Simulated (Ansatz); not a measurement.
Process, species as SMILES: [SH] (SH) → [SH-] (an electron is taken up)
B3LYP-D3(BJ)/def2-TZVP geometries, fixed; electronic energies without zero-point terms; positive where energy is released.
Largest species:
```
S
H 1 1.3473
```
Charge 0, spin multiplicity 2.

Basis-set convergence of the adiabatic electron affinity at CCSD(T) with Ansatz (a first-principles code). Cartesian d functions, on some or all atoms, in 6-311G**, 6-311+G**; all else is spherical. Cores are frozen. Open shells are unrestricted. No added dispersion term, no relativity. Functions are those of the species that has most. Reference: Hartree-Fock in aug-cc-pV(Q+d)Z plus the correlation part extrapolated as X^-3 from aug-cc-pV(T+d)Z and aug-cc-pV(Q+d)Z, 2.358 eV, itself unsure by roughly 0.019 eV (a third of the extrapolation step and of the last Hartree-Fock step). Deviations are taken from unrounded values.

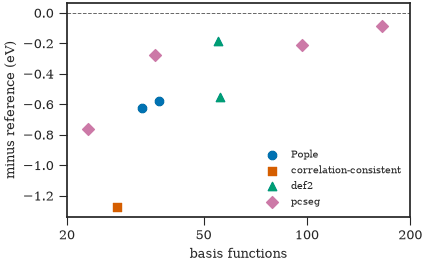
Figure. Deviation from the reference against the number of basis functions, by family of sets.

| basis | functions | adiabatic electron affinity (eV) | minus reference (eV) |
|---|---|---|---|
| pcseg-1 | 23 | 1.595 | -0.763 |
| cc-pV(D+d)Z | 28 | 1.085 | -1.273 |
| 6-311G** | 33 | 1.737 | -0.621 |
| aug-pcseg-1 | 36 | 2.082 | -0.276 |
| 6-311+G** | 37 | 1.780 | -0.577 |
| def2-TZVPD | 55 | 2.172 | -0.185 |
| def2-TZVPP | 56 | 1.803 | -0.555 |
| pcseg-3 | 97 | 2.150 | -0.208 |
| pcseg-4 | 166 | 2.273 | -0.085 |
